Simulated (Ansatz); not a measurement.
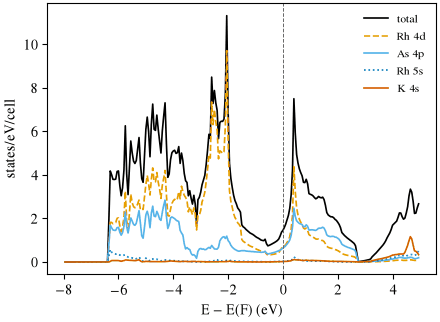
Total and projected density of states of KAs$_{2}$Rh$_{2}$ in space group I4/mmm (No. 139; K on 2a, As on 4e, Rh on 4d), DFT-r²SCAN in the program Ansatz with PAW potentials

### Question
Which orbitals carry the states next to the Fermi level?

### Answer
Within 0.5 eV of the Fermi level: Rh 4d 49 %, As 4p 40 %, outside the projected shells 5 %. Projections are on Löwdin-orthogonalised atomic valence shells; empty p or d shells of many metals are not among them.

### Question
Where is the tallest occupied peak in this window, and what makes it?

### Answer
Near -2.0 eV, about 11 states/eV per cell; the largest projected share is Rh 4d.

The workflow started from a Materials Project entry (that database holds measured and hypothetical structures alike); the Crystallography Open Database copy checked does not list it. Whether it is the stable phase at ambient conditions was not checked. The r²SCAN relaxation kept the symmetry of its start; its stability against distortions is not shown here. The run is not spin-polarised. Scalar-relativistic: spin–orbit coupling is off unless named, which matters more the heavier the elements.

Potentials: the later of the program's two PAW sets.
